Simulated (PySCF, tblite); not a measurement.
# C3H10P2Si2: dynamics, then NMR shifts on frames, part 2 of 2

tblite 0.8.0 and PySCF 2.14.0. Atoms count from 0. Earlier steps stand in the parts before.

## (5) Nuclear shieldings: 625 fs, PBE0/pcSseg-1

Job settings and geometry (Å):

```
{"job": {"kind": "nmr", "xc": "PBE0", "basis": "pcSseg-1", "pop": false}, "charge": 0, "multiplicity": 1}
C     -2.435800     0.325200     2.340400
C     -3.376100     0.066100     1.243900
C     -1.918800    -0.161200     1.017900
Si    -0.771900     0.730900    -0.232300
P      1.107700     0.049000    -1.486900
Si     2.196000     0.031500     0.527300
P      0.899500     1.875900     1.031300
H     -2.166600    -0.379800     3.084600
H     -2.129500     1.414100     2.424600
H     -4.019100    -0.735500     1.284800
H     -3.910900     0.931400     0.827400
H     -1.601700    -1.238200     1.108100
H     -1.538200     1.167100    -1.394000
H      0.886200    -1.246800    -1.801100
H      3.465400     0.392600     0.098400
H      2.022600    -1.078800     1.500200
H      0.587600     1.262500     2.200700
```

Method: GIAO PBE0/pcSseg-1 NMR shielding, non-relativistic, gas phase.

What it wrote:

```text
coarse grid: 15960 points
cycle   1  E = -1381.1796889897  dE =  6.982e-01  |g| = 3.677e-01  |ddm| = 3.928e+00
cycle   2  E = -1381.1652534594  dE =  1.444e-02  |g| = 4.393e-01  |ddm| = 9.839e-01
cycle   3  E = -1381.2197024081  dE = -5.445e-02  |g| = 3.754e-02  |ddm| = 5.798e-01
cycle   4  E = -1381.2199773113  dE = -2.749e-04  |g| = 1.460e-02  |ddm| = 7.512e-02
cycle   5  E = -1381.2200346459  dE = -5.733e-05  |g| = 6.562e-03  |ddm| = 3.333e-02
cycle   6  E = -1381.2200462942  dE = -1.165e-05  |g| = 1.644e-03  |ddm| = 9.532e-03
cycle   7  E = -1381.2200470174  dE = -7.232e-07  |g| = 2.827e-04  |ddm| = 2.607e-03
final grid: 135048 points
cycle   8  E = -1381.2593882004  dE = -2.914e-05  |g| = 6.485e-03  |ddm| = 3.215e-02
cycle   9  E = -1381.2593789795  dE =  9.221e-06  |g| = 8.584e-03  |ddm| = 1.637e-02
cycle  10  E = -1381.2593991630  dE = -2.018e-05  |g| = 6.565e-04  |ddm| = 1.044e-02
cycle  11  E = -1381.2593992668  dE = -1.038e-07  |g| = 2.659e-04  |ddm| = 1.290e-03
cycle  12  E = -1381.2593992857  dE = -1.894e-08  |g| = 4.403e-05  |ddm| = 3.385e-04
cycle  13  E = -1381.2593992861  dE = -4.093e-10  |g| = 1.535e-05  |ddm| = 8.214e-05
converged SCF energy = -1381.2593992861

GIAO shielding tensors (ppm)
atom      isotropic    diamagn.    paramagn.     s11        s22        s33       span
  0 C      182.092     261.605     -79.513    158.314    171.950    216.011     57.697
  1 C      177.709     253.256     -75.548    151.030    180.075    202.022     50.991
  2 C      178.521     252.232     -73.712    136.457    176.291    222.814     86.357
  3 Si     341.924     879.575    -537.650    245.066    270.099    510.608    265.542
  4 P      542.092     969.995    -427.903    417.390    561.780    647.106    229.716
  5 Si     418.004     880.462    -462.458    377.429    403.474    473.110     95.680
  6 P      525.627     968.708    -443.080    303.879    540.904    732.099    428.220
  7 H       30.945      32.555      -1.610     24.478     27.507     40.850     16.372
  8 H       30.188      30.978      -0.790     24.623     27.862     38.080     13.457
  9 H       31.911      31.268       0.642     25.819     27.428     42.484     16.665
 10 H       30.492      29.945       0.547     24.920     27.377     39.180     14.260
 11 H       30.632      33.380      -2.749     22.959     29.103     39.834     16.875
 12 H       25.889      30.738      -4.849     19.718     26.923     31.026     11.308
 13 H       29.415      32.987      -3.572     24.098     25.115     39.032     14.933
 14 H       27.555      31.068      -3.514     23.172     24.766     34.726     11.554
 15 H       26.253      29.544      -3.291     22.822     25.140     30.798      7.975
 16 H       29.355      33.453      -4.098     24.449     27.676     35.939     11.490
```

Wall time 36 s (1 thread of Intel Xeon Platinum 8488C, shared host); peak memory 0.9 GiB.

This run: δ C1 9.2, C2 8.4, C0 4.8, Si3 7.2, H12 5.83, H15 5.46 ppm.

## (6) Shielding tensors: 800 fs, PBE0/pcSseg-1

Job settings and geometry (Å):

```
{"job": {"kind": "nmr", "xc": "PBE0", "basis": "pcSseg-1", "pop": false}, "charge": 0, "multiplicity": 1}
C     -2.837500     0.270200     2.161800
C     -3.493800     0.216800     0.819300
C     -2.029200    -0.086400     1.091200
Si    -0.789800     0.982200     0.281400
P      0.772000    -0.361100    -0.922200
Si     2.134500     0.121900     0.832400
P      0.806000     2.005000     1.516900
H     -3.156000    -0.398700     3.005500
H     -2.588200     1.184800     2.710700
H     -4.294600    -0.514200     0.671200
H     -3.561900     1.138600     0.219300
H     -1.786600    -1.098300     1.021300
H     -1.065900     2.084500    -0.735500
H      0.443500    -1.641900    -0.454900
H      3.531700     0.171100     0.518400
H      1.854500    -0.882900     1.825500
H      0.313500     1.471500     2.770100
```

Method: GIAO PBE0/pcSseg-1 NMR shielding, non-relativistic, gas phase.

What it wrote:

```text
coarse grid: 15960 points
cycle   1  E = -1381.1954273622  dE =  7.478e-01  |g| = 3.727e-01  |ddm| = 3.963e+00
cycle   2  E = -1381.1874131512  dE =  8.014e-03  |g| = 4.224e-01  |ddm| = 9.143e-01
cycle   3  E = -1381.2349047625  dE = -4.749e-02  |g| = 4.170e-02  |ddm| = 5.073e-01
cycle   4  E = -1381.2352342167  dE = -3.295e-04  |g| = 1.913e-02  |ddm| = 8.086e-02
cycle   5  E = -1381.2353416570  dE = -1.074e-04  |g| = 5.110e-03  |ddm| = 3.962e-02
cycle   6  E = -1381.2353482635  dE = -6.606e-06  |g| = 1.680e-03  |ddm| = 1.091e-02
final grid: 135048 points
cycle   7  E = -1381.2744583003  dE = -2.498e-05  |g| = 6.773e-03  |ddm| = 3.073e-02
cycle   8  E = -1381.2744501563  dE =  8.144e-06  |g| = 8.753e-03  |ddm| = 1.533e-02
cycle   9  E = -1381.2744702089  dE = -2.005e-05  |g| = 3.772e-04  |ddm| = 9.093e-03
cycle  10  E = -1381.2744702345  dE = -2.560e-08  |g| = 1.881e-04  |ddm| = 8.755e-04
cycle  11  E = -1381.2744702439  dE = -9.390e-09  |g| = 3.921e-05  |ddm| = 2.901e-04
cycle  12  E = -1381.2744702442  dE = -3.431e-10  |g| = 1.197e-05  |ddm| = 5.873e-05
converged SCF energy = -1381.2744702442

GIAO shielding tensors (ppm)
atom      isotropic    diamagn.    paramagn.     s11        s22        s33       span
  0 C      176.173     253.132     -76.958    143.984    182.709    201.828     57.844
  1 C      184.658     255.863     -71.205    148.532    170.649    234.792     86.259
  2 C      187.636     247.254     -59.619    166.920    172.668    223.318     56.398
  3 Si     373.800     880.905    -507.105    318.972    378.601    423.826    104.854
  4 P      546.603     968.471    -421.869    375.961    595.280    668.567    292.605
  5 Si     411.559     880.919    -469.359    376.809    399.848    458.022     81.213
  6 P      531.472     968.280    -436.808    385.046    567.062    642.309    257.263
  7 H       29.380      28.008       1.373     24.314     24.945     38.882     14.568
  8 H       30.440      30.407       0.034     24.328     28.876     38.117     13.789
  9 H       30.329      29.411       0.918     24.288     25.914     40.784     16.495
 10 H       31.086      29.979       1.106     22.798     30.086     40.373     17.575
 11 H       31.959      33.500      -1.541     23.806     30.327     41.744     17.937
 12 H       25.429      29.709      -4.281     21.770     24.356     30.160      8.390
 13 H       28.758      31.694      -2.935     25.169     26.655     34.452      9.283
 14 H       27.540      30.413      -2.873     23.595     24.781     34.245     10.650
 15 H       26.121      31.362      -5.241     23.601     25.074     29.690      6.089
 16 H       27.901      30.907      -3.005     23.483     27.450     32.771      9.289
```

Run time: 41 s. Hardware: 1 thread of Intel Xeon Platinum 8488C, shared host; peak memory 0.93 GiB.

This run: δ C0 10.8, C1 2.3, C2 -0.7, Si3 -24.6, H12 6.29, H15 5.60 ppm.

## (7) Nuclear shieldings: 1000 fs, PBE0/pcSseg-1

Job settings and geometry (Å):

```
{"job": {"kind": "nmr", "xc": "PBE0", "basis": "pcSseg-1", "pop": false}, "charge": 0, "multiplicity": 1}
C     -2.967200     1.725700     2.110900
C     -3.872300     1.459800     1.081100
C     -2.589300     0.637800     1.034100
Si    -1.016000     1.295300     0.436800
P      0.195400    -0.046000    -0.975100
Si     1.684900    -0.156800     0.702600
P      0.651700     1.652500     1.956600
H     -3.325800     1.416300     3.111300
H     -2.365200     2.577800     2.093100
H     -4.792200     0.969000     1.155100
H     -4.046800     2.264300     0.405000
H     -2.677700    -0.445900     1.348200
H     -1.474800     2.546600    -0.221600
H     -0.433400    -1.219100    -0.591800
H      3.052900    -0.061100     0.086600
H      1.956100    -1.073100     1.665800
H     -0.129500     0.703400     2.820700
```

Method: GIAO PBE0/pcSseg-1 NMR shielding, non-relativistic, gas phase.

What it wrote:

```text
coarse grid: 15960 points
cycle   1  E = -1381.1887641403  dE =  7.927e-01  |g| = 3.533e-01  |ddm| = 3.931e+00
cycle   2  E = -1381.1803242753  dE =  8.440e-03  |g| = 4.001e-01  |ddm| = 8.722e-01
cycle   3  E = -1381.2234817393  dE = -4.316e-02  |g| = 4.306e-02  |ddm| = 5.144e-01
cycle   4  E = -1381.2239076555  dE = -4.259e-04  |g| = 1.513e-02  |ddm| = 7.791e-02
cycle   5  E = -1381.2239732456  dE = -6.559e-05  |g| = 5.233e-03  |ddm| = 3.373e-02
cycle   6  E = -1381.2239810116  dE = -7.766e-06  |g| = 1.465e-03  |ddm| = 1.018e-02
final grid: 135048 points
cycle   7  E = -1381.2632489086  dE = -2.914e-05  |g| = 6.707e-03  |ddm| = 2.898e-02
cycle   8  E = -1381.2632415076  dE =  7.401e-06  |g| = 8.544e-03  |ddm| = 1.490e-02
cycle   9  E = -1381.2632604734  dE = -1.897e-05  |g| = 3.408e-04  |ddm| = 8.633e-03
cycle  10  E = -1381.2632604966  dE = -2.315e-08  |g| = 1.299e-04  |ddm| = 6.481e-04
cycle  11  E = -1381.2632605011  dE = -4.536e-09  |g| = 3.841e-05  |ddm| = 2.177e-04
cycle  12  E = -1381.2632605015  dE = -3.986e-10  |g| = 1.062e-05  |ddm| = 5.941e-05
converged SCF energy = -1381.2632605015

GIAO shielding tensors (ppm)
atom      isotropic    diamagn.    paramagn.     s11        s22        s33       span
  0 C      177.862     254.153     -76.291    147.643    183.692    202.251     54.608
  1 C      170.441     252.595     -82.154    143.329    172.802    195.193     51.864
  2 C      190.880     245.149     -54.269    150.080    174.258    248.302     98.222
  3 Si     365.942     881.268    -515.326    293.140    345.703    458.984    165.844
  4 P      549.911     968.390    -418.479    294.513    615.797    739.422    444.908
  5 Si     406.212     879.210    -472.999    315.273    361.978    541.384    226.111
  6 P      428.463     968.393    -539.930    174.013    518.017    593.359    419.345
  7 H       29.775      28.410       1.365     24.204     25.675     39.447     15.243
  8 H       32.775      31.731       1.044     26.697     31.545     40.084     13.386
  9 H       30.946      29.754       1.193     25.012     26.721     41.105     16.093
 10 H       31.143      31.376      -0.233     25.126     28.163     40.142     15.016
 11 H       31.021      30.030       0.992     23.618     28.202     41.245     17.626
 12 H       27.699      31.702      -4.004     23.277     27.288     32.531      9.254
 13 H       28.438      31.358      -2.920     24.386     27.150     33.779      9.393
 14 H       26.842      28.512      -1.670     23.134     24.590     32.802      9.668
 15 H       27.805      31.269      -3.464     24.283     26.275     32.856      8.573
 16 H       27.073      30.743      -3.670     23.404     28.469     29.347      5.943
```

Run time: 38 s. Hardware: 1 thread of Intel Xeon Platinum 8488C, shared host; peak memory 0.91 GiB.

In short: δ C1 16.5, C0 9.1, C2 -4.0, Si3 -16.8, H14 4.87, H16 4.64 ppm.

## (8) Run by run: NMR shifts

Shifts (ppm) of some atoms, chosen among heavy atoms and hydrogens apart, with basis size and wall time:

```csv
frame,C2,H7,H11,Si3,Si5,P6,P4,functions,time
250 fs,-5.4,0.41,-0.55,-35.4,-66.5,-18.6,-74.3,197,36 s
425 fs,18.7,-1.42,3.31,-10.0,-92.5,-190.8,-153.9,197,36 s
625 fs,8.4,0.77,1.09,7.2,-68.8,-207.3,-223.7,197,36 s
800 fs,-0.7,2.34,-0.24,-24.6,-62.4,-213.1,-228.2,197,41 s
1000 fs,-4.0,1.94,0.70,-16.8,-57.1,-110.1,-231.5,197,38 s
```

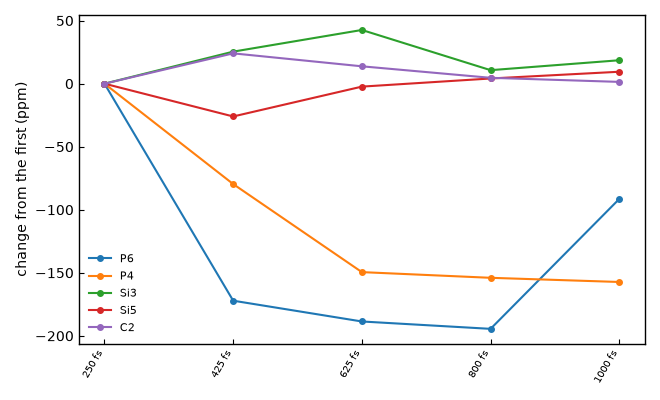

How five of the tabulated atoms move from run to run.

## (9) What came out

This closing draws on all 2 parts.

| quantity | value |
| --- | --- |
| thermostat | 600 K |
| mean temperature, second half | 579 K |
| mean potential energy above the minimum | 1.16 eV |
| 13C shifts against TMS (PBE0/pcSseg-1, 250 fs) | 12.8, 5.0, -5.4 ppm |
| 1H shifts against TMS (PBE0/pcSseg-1, 250 fs) | 4.89, 4.87, 4.72, 4.30, 2.36, 1.86, 0.98, 0.41, 0.14, -0.55 ppm |
| 29Si shifts against TMS (PBE0/pcSseg-1, 250 fs) | -35.4, -66.5 ppm |
| 31P shifts against H3PO4 (PBE0/pcSseg-1, 250 fs) | -18.6, -74.3 ppm |
| range of the shift of P6 | -213.1 to -18.6 ppm |

In words: In the second half the potential energy averages 1.16 eV above the minimum; equipartition over 45 harmonic modes at 600 K would give 1.16 eV. With 17 atoms the temperature swings widely (336 to 818 K). Shifts at one fixed geometry are not the observed spectrum, which averages over the motion. In the first frame run (250 fs): The largest span, 776 ppm, is at P4, where the paramagnetic term is -575 ppm. In ppm, P6 moves most: its shift spreads over 194.4 ppm, from -213.1 (800 fs) to -18.6 (250 fs).
